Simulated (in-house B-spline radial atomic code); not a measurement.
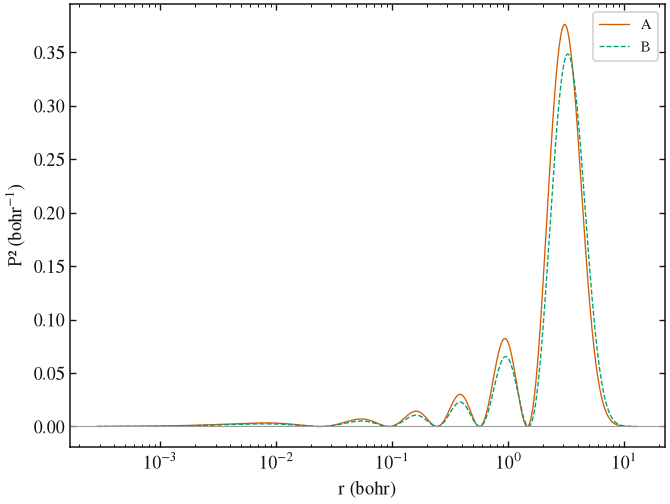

Yb⁺ (Z = 70, 69 electrons) in [Xe] 4f14 6s1 (high spin) was computed by two methods: Hartree-Fock; PBEsol. Both runs are scalar-relativistic, spin-polarised and spherical. Computed with an in-house B-spline radial code.

The plot shows P² of the 6s up orbital in both runs.

**Assign A and B.**

A is PBEsol (⟨r⟩ = 3.51 bohr, eigenvalue −9.65 eV); B is Hartree-Fock (⟨r⟩ = 3.76 bohr, eigenvalue −11.3 eV).
